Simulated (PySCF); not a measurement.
Al(H)(Me)(OSiMe3), SMILES [O]([Si](C)(C)C)[AlH][CH3] (C4H13AlOSi) at its GFN2-xTB optimised geometry (Å):

```
20

Al     1.0183     1.3543     0.0000
H      2.5529     1.3543     0.0000
C     -0.0870     3.0094     0.0000
H     -0.7311     3.0707    -0.8839
H      0.5212     3.9169     0.0172
H     -0.7566     3.0533     0.8659
O      0.3644    -0.1849     0.0005
Si    -0.2550    -1.7136    -0.0044
C     -0.7077    -2.1488    -1.8039
C      1.0839    -2.8864     0.6748
C     -1.8038    -1.7107     1.1066
H     -1.1199    -3.1505    -1.8746
H      0.1641    -2.1035    -2.4504
H     -1.4457    -1.4588    -2.2030
H      1.9874    -2.8375     0.0742
H      0.7428    -3.9169     0.6784
H      1.3559    -2.6239     1.6931
H     -2.5529    -1.0164     0.7372
H     -1.5587    -1.4153     2.1228
H     -2.2583    -2.6954     1.1497
```

Method: B3LYP/def2-SVP in PySCF. Cells within 0.4 Å of a nucleus heavier than hydrogen are left out (blank, or x).

Map of the HOMO amplitude (bohr^(-3/2)), clipped to [-0.25, 0.25] on the plane z = 0.0 Å; orbital energy -7.25 eV, overall sign arbitrary:

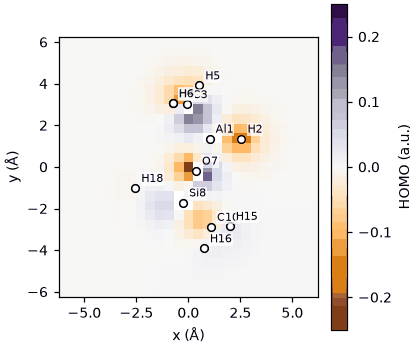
*HOMO amplitude (bohr^(-3/2)), clipped to [-0.25, 0.25] on the plane z = 0.0 Å.*
